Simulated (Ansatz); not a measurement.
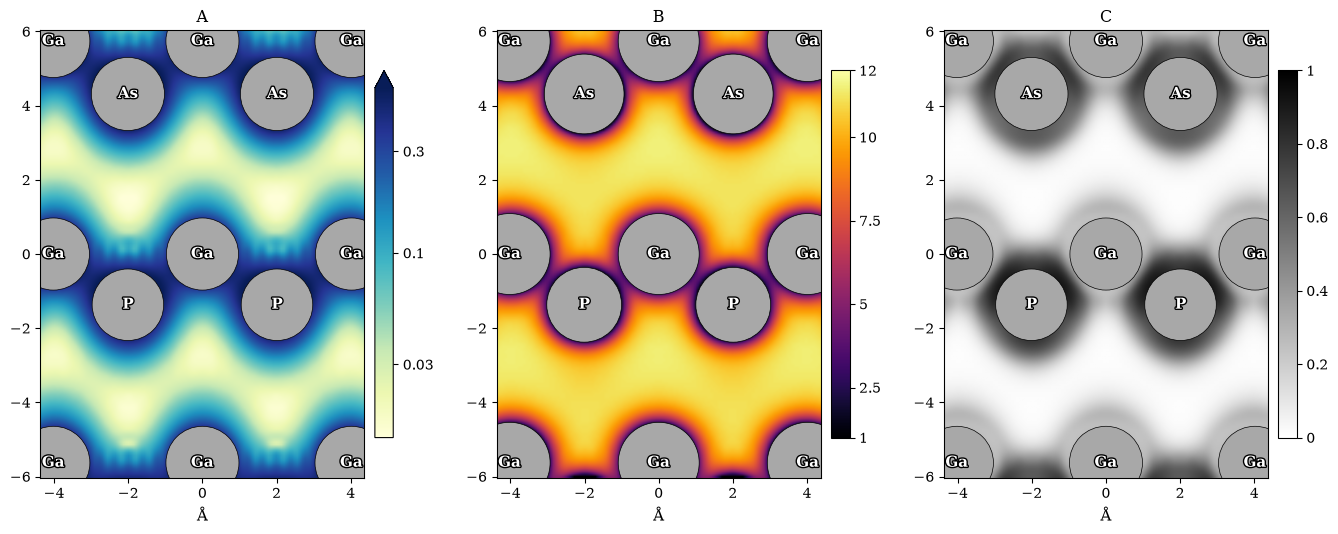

Ga4As3P: 3 fields on the (010) plane of the conventional cell, with unlabelled colour scales. Grey discs cover the atomic cores.

Space group Amm2; a structure generated by program, which may or may not match a known phase.

Level of theory: DFT PBE, scalar-relativistic, plane waves, PAW (Ansatz 0.2.0).

> Match the panels to the quantities (electron localisation function, electrostatic potential energy of an electron and valence pseudo-density).

Panel A: valence pseudo-density. Panel B: electrostatic potential energy of an electron (low next to the atoms, rising into the space between them). Panel C: electron localisation function. From the grid: Ga–P (2.43 Å): ρ is about 0.49 e/Å³ halfway; the ELF peaks at about 0.90 in the valence shell of P, 0.9 Å from its nucleus, and is about 0.75 at the midpoint. Ga–As (2.46 Å): the density is about 0.49 e/Å³ at the midpoint; the ELF peaks at about 0.80 between the atoms; a covalent bond.
